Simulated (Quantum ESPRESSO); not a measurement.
The P K edge of atom 3 in PIr2 (Fm-3m), with 8 Ir at 2.40 Å (cubic, site symmetry m-3m), was computed in 2 ways: excited-electron core hole (neutral cell) and no core hole. Program and functional: Quantum ESPRESSO XSpectra, PBEsol, without spin-orbit coupling, Lorentzian half width 0.3 eV up to 4 eV, rising linearly to 2.5 eV at 25 eV; cells of 3 and 12 atoms (the run without a hole in the smaller).

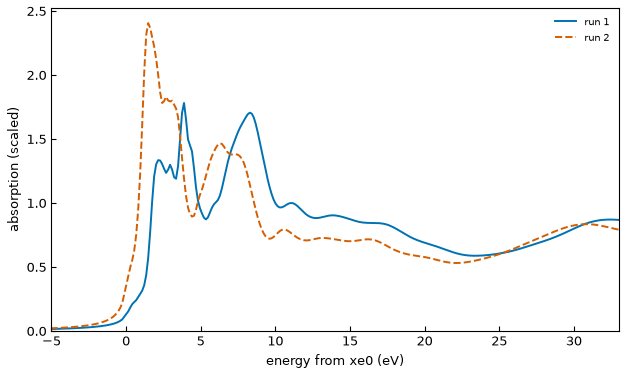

Each run is counted from its own lowest empty level or Fermi level and scaled to a mean of 1 over its first 20 eV.

The database entry behind the starting cell differs from later determinations by our own check (0.1 to 0.3 % short, probably kX units), so it need not match the best structure at ambient conditions.

Q: Which run is which?

Run 1: no core hole (area from −2 to 6 eV 6.0, main maxima 2.1 eV (1.34), 2.9 eV (1.30), 3.9 eV (1.78) and 8.3 eV (1.71)). Run 2: excited-electron core hole (neutral cell) (area from −2 to 6 eV 8.8, main maxima 1.5 eV (2.41), 2.7 eV (1.83), 6.3 eV (1.47) and 10.6 eV (0.79)). With each curve scaled to its own mean, the area from −2 to 6 eV with the hole is 8.8 against 6.0, and the centre of weight from −1 to 20 eV moves by -1.5 eV: the hole pulls the absorber's empty states down.

[Hosts, paths, dates, database ids (printed as entryN), source tags and the programs' standing remarks are cut or masked in the printed files.]

[Lists of maxima count a maximum above −3 eV only where it reaches 4 % of the highest in the window and stands out from its surroundings by 2 % of it (1.5 % where it reaches 55 %); shoulders and weaker maxima are passed over, and of the rest the first, up to two pre-edge ones and the few strongest are named.]
